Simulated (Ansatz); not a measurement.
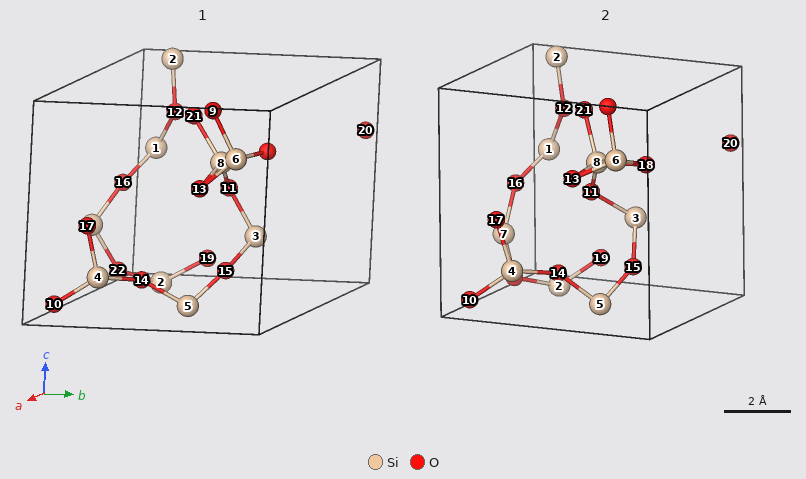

Two geometries of an amorphous cell of composition Si₄O₇ (coarse preliminary run), drawn at one scale. One is the start of a relaxation, the other its converged end. A ball-and-stick model of the cell of the calculation (origin shifted), seen slightly off an axis.

Theory: DFT PBE, scalar-relativistic, plane waves, PAW in Ansatz. (plane-wave cutoff 420 eV; k-point mesh 2 × 2 × 2; occupations gaussian; smearing width 0.1 eV; mesh shifted by (0.5, 0.5, 0.5); no spin polarisation; cell and atoms relaxed; force threshold 0.04 eV/Å; at most 70 steps)

**Which of the two is the end point?**

Structure 1 is the relaxed one. Case: the quenched liquid. The energy falls by 1.948 eV per cell of the calculation in 32 accepted moves (44 points after the start). The largest force component goes from 2.1 to 0.019 eV/Å. Pressure: −1.07 GPa at the start and 0.12 GPa at the end. The line search rejected the trial steps at points 8, 11, 13, 15, 22, 28, 34, 42 of the run. At 4 points the geometry stayed and the basis and grid were re-selected for the new cell (energy shift of 0.113 eV per cell of the calculation at most each time). The atom that moves furthest relative to the cell is O11 (0.87 Å along [−1 1 0]). Largest moves by element: O 0.87 Å, Si 0.77 Å. The volume changes by +10.7 %, with a 7.085 → 7.311 Å (+3.2 %), b 6.974 → 7.727 Å (+10.8 %), c 7.133 → 6.966 Å (−2.3 %), α 90.6° → 84.8°, β 88.4° → 92.3°, γ 88.9° → 95.6°. Some distances before and after: Si3–Si7 3.266 → 2.533 Å, Si7–O16 1.768 → 1.663 Å, Si3–O15 1.736 → 1.647 Å, Si7–O22 1.746 → 1.675 Å. New bonds form: Si3–Si7 (3.27 → 2.53 Å). Among the angles between lasting bonds that change: Si1–O16–Si7 152.1° → 168.3°, O9–Si5–O15 126.8° → 111.2°, Si3–O15–Si5 145.1° → 159.9°. Cost: 7.3 min on 2 threads of Arm Neoverse V2, on a shared host, peak memory 0.62 GiB.

Limits of the set-up: the periodic images lie only 7.0 Å apart, so the values are limited by the cell's size.
